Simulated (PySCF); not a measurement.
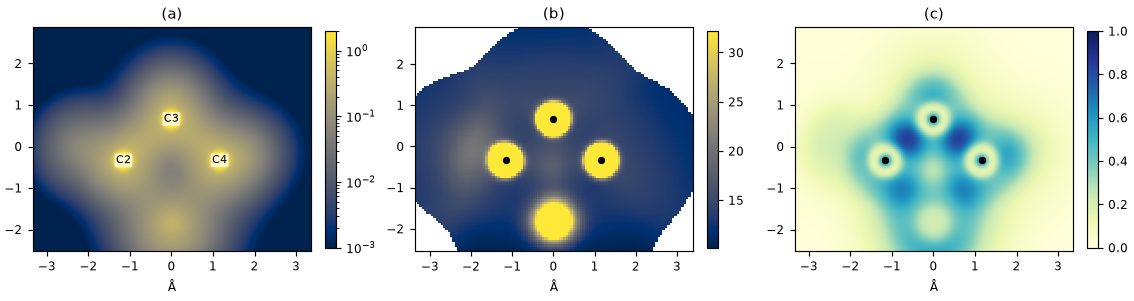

Figure 1: C₃H₅FSe, SMILES `FC1CC[Se]1`. Three fields in the plane of C2, C3 and C4.

Computed with PySCF, B3LYP/def2-SVPD, geometry: GFN2-xTB. No frequency check shows the geometry to be a minimum. GFN2-xTB bond lengths at metals and heavier atoms can be off by up to 0.1 Å and shapes distorted, which carries into these values.

The calculation's input:

```python
import numpy as np
from pyscf import gto, scf, dft
from pyscf.scf import atom_ks, atom_hf
from scipy.linalg import block_diag

def solve(mol, dm0=None, hcore=None):
    mf = (dft.UKS if mol.spin else dft.RKS)(mol, xc='b3lyp')
    mf.grids.level = 3
    mf = mf.density_fit(auxbasis='def2-universal-jkfit')
    mf.conv_tol, mf.max_cycle = 1e-8, 80
    if hcore is not None:
        mf.get_hcore = lambda *args: hcore
    mf.kernel(dm0)
    if not mf.converged:
        mf = mf.newton().run(mf.mo_coeff, mf.mo_occ, max_cycle=30)
    assert mf.converged, 'SCF not converged'
    return mf

mol = gto.M(atom='''
F     -1.90153     0.97968     0.24765
C     -1.05666     0.16113    -0.42519
C     -1.05946    -1.28359     0.05880
C      0.45000    -1.52812     0.06153
Se     0.87606     0.41478     0.01467
H     -1.23850     0.30716    -1.49425
H     -1.63324    -1.96740    -0.56722
H     -1.46274    -1.31302     1.07117
H      0.84457    -2.03652     0.93804
H      0.81441    -2.00636    -0.84611
''', basis='def2-svpd', charge=0, spin=0, verbose=4)
mf = solve(mol)
mf.analyze()
# spherically averaged free atoms, for the promolecule
atm = atom_ks.get_atm_nrks(mol, xc='b3lyp')
pro = block_diag(*[(atm[a[0]][2] * atm[a[0]][3]) @ atm[a[0]][2].T for a in mol._atom])
np.savez('result.npz', e=mf.e_tot, c=mf.mo_coeff, occ=mf.mo_occ, eps=mf.mo_energy, pro=pro, dip=mf.dip_moment(verbose=0), s2=mf.spin_square()[0])
```

Launched as:

```sh
OMP_NUM_THREADS=1 python input.py
```

The run took 23 s on 1 thread of Arm Neoverse V2, with other jobs on the host, peak memory 0.65 GiB.

Partitions, critical points and surface values were worked out afterwards from this run's density.

### The panels show, in some order, the localised orbital locator (LOL), average local ionisation energy and electron density. Which is which?

(a) is the electron density: it is positive everywhere and peaks at the nuclei. (b) is the average local ionisation energy: it is high near the heavier nuclei and lowest where loosely bound electrons reach out. (c) is the localised orbital locator (LOL): it runs from 0 to 1, peaks where electrons are localised, as in bonds, and fades smoothly outside.
